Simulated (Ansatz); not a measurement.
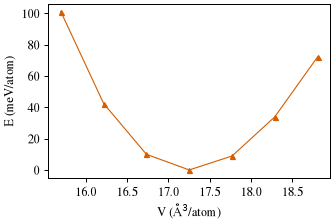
Figure. Nb$_{3}$Au$_{2}$ in space group I4/mmm (No. 139; Nb on 4e, Au on 4e, Nb on 2a) under volume change, PBEsol (plane waves, PAW; program Ansatz), shape and atoms relaxed at each volume.

**Question.** What does a third-order Birch–Murnaghan fit give for V₀, B₀ and B′?

**Answer.** V₀ = 17.25 Å³/atom, B₀ = 194 GPa, B′ = 4.6.

The workflow started from an entry of the Crystallography Open Database (COD). Whether it is the stable phase at ambient conditions was not checked. Symmetry was held in the PBEsol relaxation; its stability against distortions is not shown here. No spin polarisation was allowed. Spin–orbit coupling is left out wherever it is not named.

Potentials: the later of the program's two PAW sets.
